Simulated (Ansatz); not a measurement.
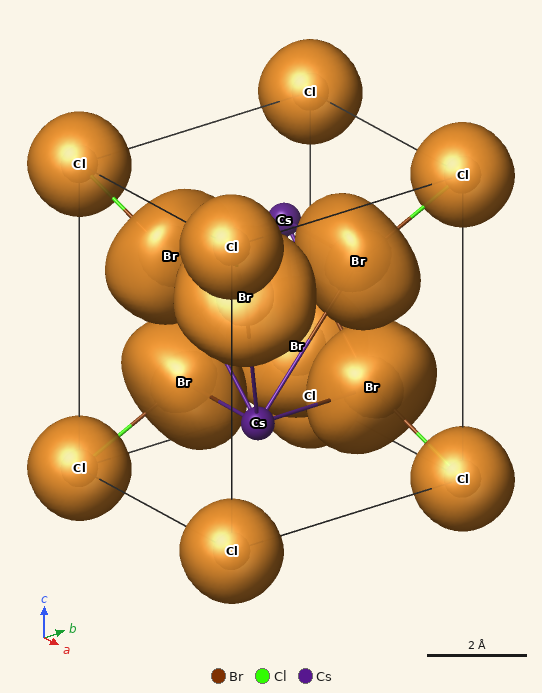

The picture shows: Cs₂Br₆Cl. Isosurface of the ELF at 0.7 (orange), seen slightly off an axis. Core shells are left out. Sticks mark near contacts.

Space group P-3m1; built by placing these elements on a known structure type; not relaxed (largest force 0.4 eV/Å); computed without spin polarisation.

The calculation used DFT, PAW plane waves, r2SCAN in Ansatz 0.2.0.

Core electrons are frozen (PAW), and the valence fields are smoothed inside the atomic spheres.

> What do the ELF domains correspond to?

At this value the surface marks out six regions wrapped around Br (the valence shell of each) and one region wrapped around Cl (its valence shell), counted in one cell of 9 atoms. Regions shared between cells count once. Along the contacts the grid gives the following. Br–Cl (2.79 Å): the ELF is about 0.30 at the midpoint: no localised pair shows between them. Cs–Br (3.86 Å): the ELF is about 0.05 at the midpoint: no localised pair shows between them.
